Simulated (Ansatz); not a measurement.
**BClH₄OSi (SMILES OB([SiH3])Cl): density, localisation and related maps**

Input file:

```
crystal:
  periodic: [false, false, false]
  atoms:
    - {symbol: O, position_ang: [-0.463387, 1.550875, -0.887962]}
    - {symbol: B, position_ang: [-0.138061, 0.255272, -0.750147]}
    - {symbol: Si, position_ang: [0.266281, -0.556197, 1.058368]}
    - {symbol: Cl, position_ang: [-0.059070, -0.776790, -2.196423]}
    - {symbol: H, position_ang: [-0.632477, 1.816924, -1.799569]}
    - {symbol: H, position_ang: [0.148712, 0.439360, 2.155935]}
    - {symbol: H, position_ang: [1.647883, -1.109108, 1.049146]}
    - {symbol: H, position_ang: [-0.677883, -1.677437, 1.314953]}
basis:
  gaussian: {orbitals: def2-TZVPP}
hamiltonian: {xc: pbe0, dispersion: d4}
output: {orbitals: {seedname: orbitals}}
```

Run with:

```sh
ansatz run in.yaml --threads 2 --pin off --events-out ev --progress --plain --max-ram 4352MiB
```

Geometry: PBE0-D4/def2-TZVP.

These are results of RKS PBE0-D4/def2-TZVPP (Ansatz 0.2.0), not measurements.

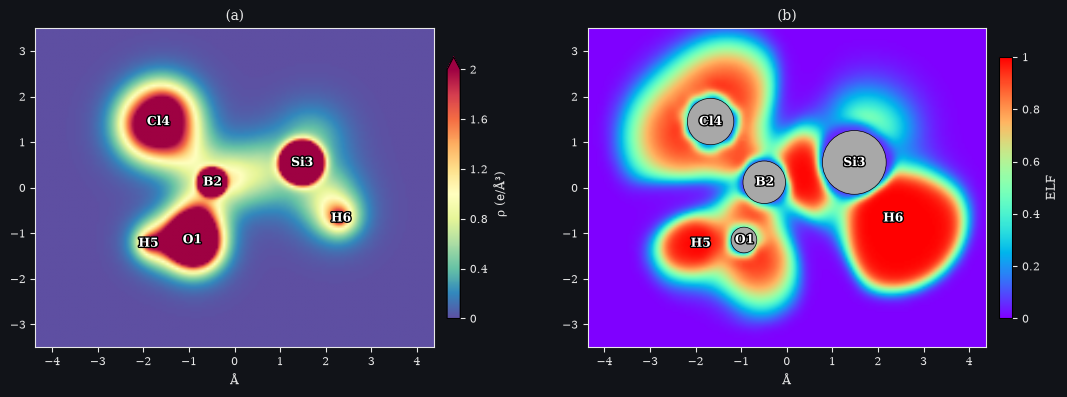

Figure 1. (a) total electron density; (b) ELF on the plane of atoms O1, B2 and Si3. Grey discs cover the atomic cores in the ELF map.

Read the bonding off the picture.

Answer. The plane passes through O, B, Si, Cl and H nuclei.
B–O (1.34 Å): ρ is about 2.2 e/Å³ halfway; the ELF peaks at about 0.90 between the atoms, as expected for a polar covalent bond.
B–Cl (1.78 Å): the density is about 1.3 e/Å³ at the midpoint; the ELF peaks at about 0.90 between the atoms, as expected for a polar covalent bond.
Si–B (2.02 Å): ρ at the midpoint is about 0.8 e/Å³; the ELF peaks at about 1 between the atoms (a shared electron pair).
O–H (0.96 Å): ρ is about 3.8 e/Å³ halfway; the ELF climbs to about 1 towards the hydrogen, as it does in any bond to H; an ordinary covalent bond to hydrogen.
Si–H (1.49 Å): ρ at the midpoint is about 0.8 e/Å³; the ELF climbs to about 1 towards the hydrogen.
The ELF also peaks beside O1 and Cl4, away from the bonds: lone-pair regions.

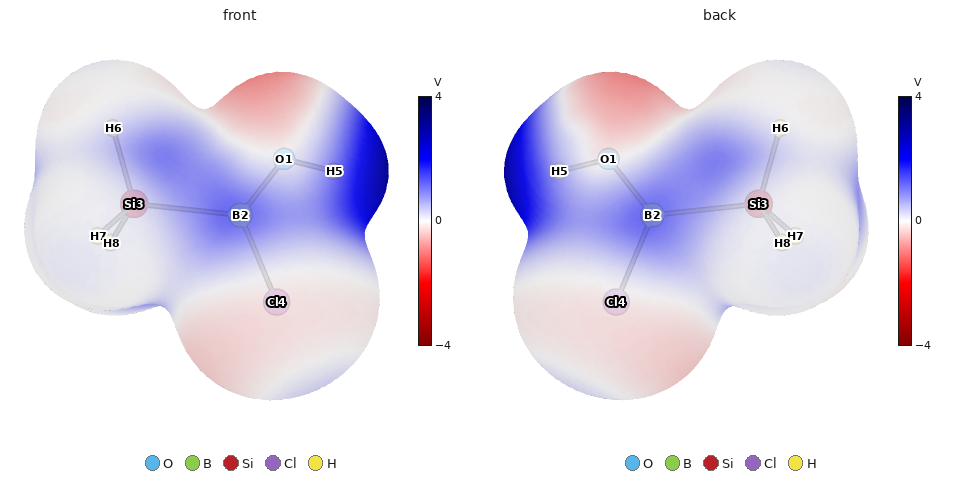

Figure 2. The electrostatic potential painted on the density surface at 0.002 e/bohr³, seen from the front and from behind; red is negative and blue positive.

Where is the surface potential most negative and most positive?

Answer. The most negative region (about −0.9 V) lies over O1, the most positive (about +2.9 V) over H5. Cl4 shows a σ-hole: about +0.3 V at the tip opposite its bond, against about −0.1 V on its flanks.

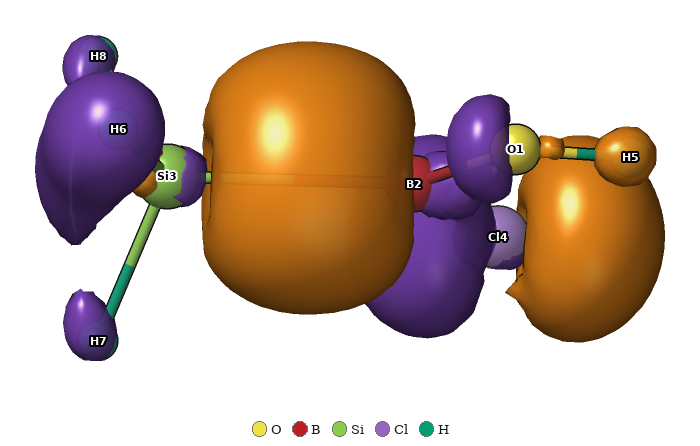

Figure 3. The HOMO at ±0.15 Å⁻³ᐟ² (orange and purple are the two phases), seen from one side.

Describe this orbital and give its energy.

Answer. Its weight (Hirshfeld) is mainly on Cl4 (about 35 %), Si3 (about 30 %) and B2 (about 25 %). Its energy is −8.43 eV.

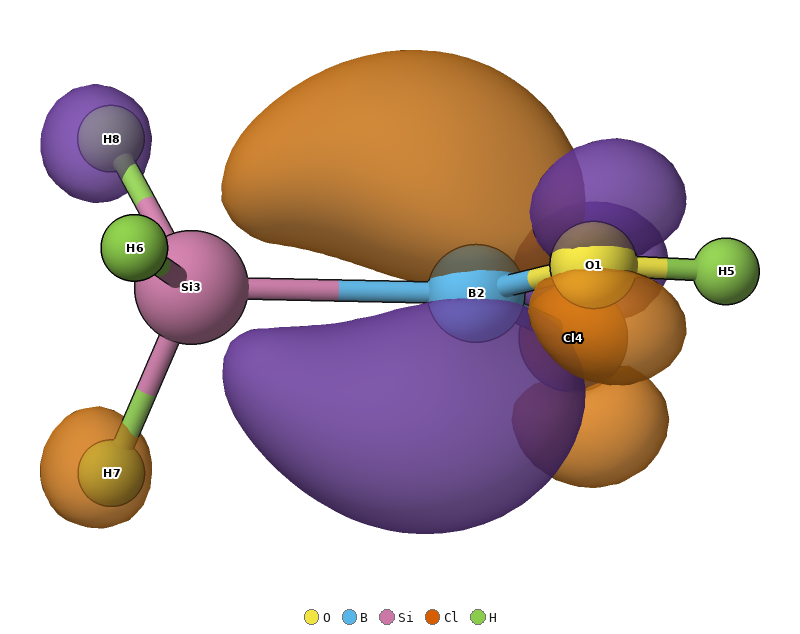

Figure 4. The LUMO at ±0.15 Å⁻³ᐟ² (orange and purple are the two phases), seen from one side.

Where does this orbital lie, and at what energy?

Answer. It lies mainly on B2 (about 45 %), Si3 (about 20 %), Cl4 (about 15 %) and O1 (about 15 %). Its energy is −1.09 eV.
